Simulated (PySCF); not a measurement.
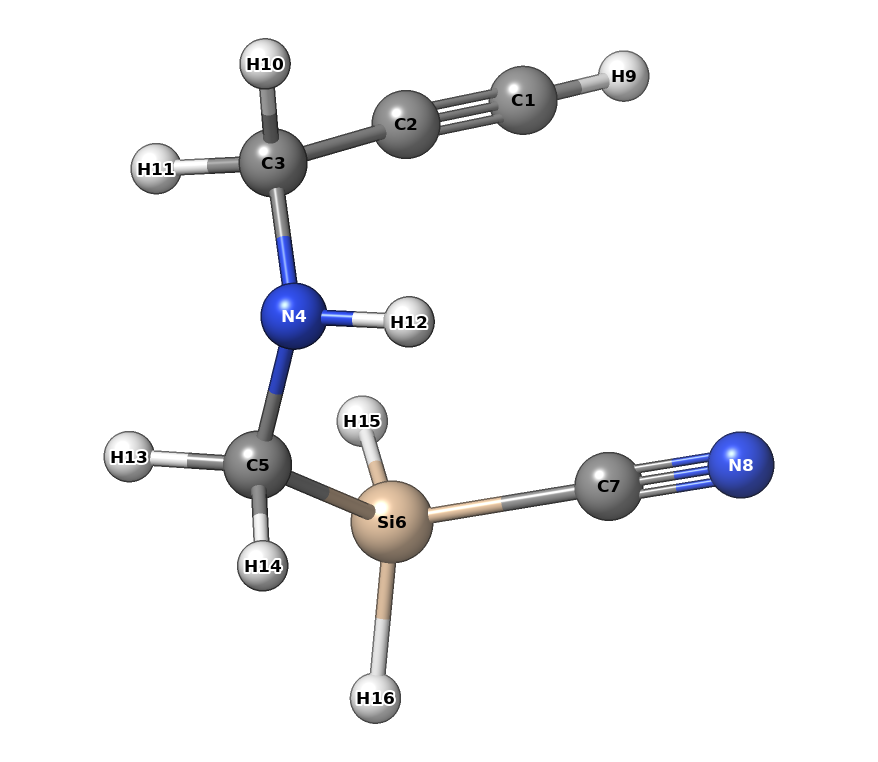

Computed geometry: GFN2-xTB optimisation. No frequency run is at hand to confirm it as a minimum. Electric field gradients from the ground-state density, PBE0/pcSseg-1 (PySCF 2.14.0), non-relativistic apart from any core potentials.

Give the largest field-gradient component, the quadrupole coupling constant and the asymmetry for 14N at N4 (Q = 20.44 mb), 14N at N8 (Q = 20.44 mb).

```
atom  V_zz (a.u.)  e²qQ/h (MHz)     η
  N4       −1.276         −6.13  0.18
  N8       −1.143         −5.49  0.05
```

The geometry is semi-empirical. Around Si such bond lengths and angles can be off by a tenth of an ångström or more and by several degrees, and values that hang on the shape move with them.
